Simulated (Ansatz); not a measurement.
**LiH under a change: Li vacancy, symmetric start**

Base system: a 16-atom supercell of LiH in the rock salt structure (space group Fm-3m, No. 225; a = 4.0054 Å) at its relaxed geometry.

Modification: a neutral Li vacancy, symmetric start, atoms relaxed at fixed cell.

All numbers come from DFT with r2SCAN, PAW potentials and a 500 eV plane-wave cutoff in Ansatz (an electronic-structure program), no SOC. Settings: 5×5×5 k-points, 0.01 eV Fermi–Dirac smearing.

| quantity | base | changed | shift |
|---|---|---|---|
| largest displacement of a host atom from its site in the perfect cell | – | 0.11 Å | – |
| mean distance from the defect site to its nearest host atoms | 3.78 bohr | 3.98 bohr | +0.20 bohr |

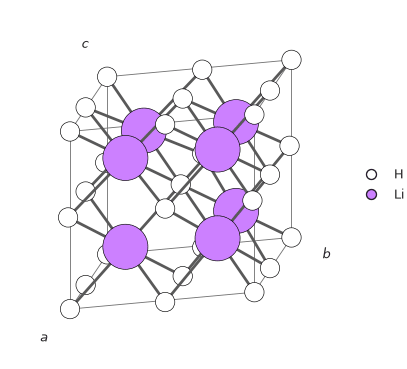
Figure. The relaxed cell after the change

Cost of the whole job for the changed cell (relaxation, final SCF and bands): very roughly 70 core-seconds.

Other magnetic orders, which the real material may have, were not ruled out. In so small a cell the defect repeats every few ångströms: this is an ordered compound, not a dilute defect. The defect started on the symmetric site and kept its symmetry, so it may sit on a saddle. The defect cell is spin-polarised and ends with 1.0 μB.
